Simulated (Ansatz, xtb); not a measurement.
## Loss of H2: BH3(SH2) → BH2(SH) + H2

Species: BH3(SH2), singlet; BH2(SH), singlet; H2 (hydrogen), singlet. 

Shapes, held fixed at every level: PBE0-D4/def2-TZVP. Programs: Ansatz 0.2.0, xtb 6.7.1. The zero-point and thermal change to 298 K, harmonic and unscaled (PBE0-D4/def2-TZVP), is -14.4 kJ/mol.

| level | kind | ΔH(298 K) (kJ/mol) | less CCSD(T)/CBS estimate |
| --- | --- | --- | --- |
| GFN2-xTB | semi-empirical | +1.7 | +40.9 |
| SPW92/def2-TZVPP | LDA | +9.6 | +48.8 |
| PBE-D4/def2-TZVPP | GGA | -22.2 | +17.0 |
| r2SCAN0-D4/def2-TZVPP | global hybrid | -26.9 | +12.3 |
| wB97M-V/def2-TZVPP | range-separated hybrid | -33.1 | +6.1 |
| wB97X-V/def2-TZVPP | range-separated hybrid | -31.6 | +7.6 |
| MP2/def2-TZVPP | perturbation theory | -39.0 | +0.2 |
| CCSD/def2-TZVPP | coupled cluster or CI | -40.0 | -0.8 |
| CCSD(T)/CBS estimate | coupled cluster or CI | -39.2 | 0.0 |

The highest level, CCSD(T)/CBS estimate, gives ΔH(298 K) = -39.2 kJ/mol; the levels span -40.0 to +9.6. They disagree on the sign: 2 of 9 are positive. The column of differences is taken from that level and isn't an error. No measured value is set beside it here. The CBS estimate extrapolates MP2 from def2-TZVPP and def2-QZVPP and adds CCSD(T) − MP2 in the triple-zeta set, cores frozen; for H2 it overshoots the exact energy by about 1 mEh.

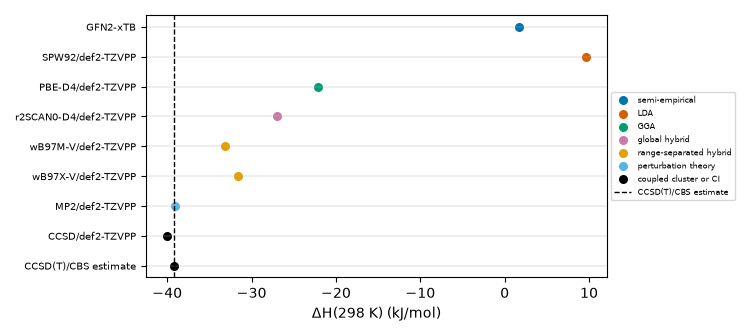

The values of the table, level by level.
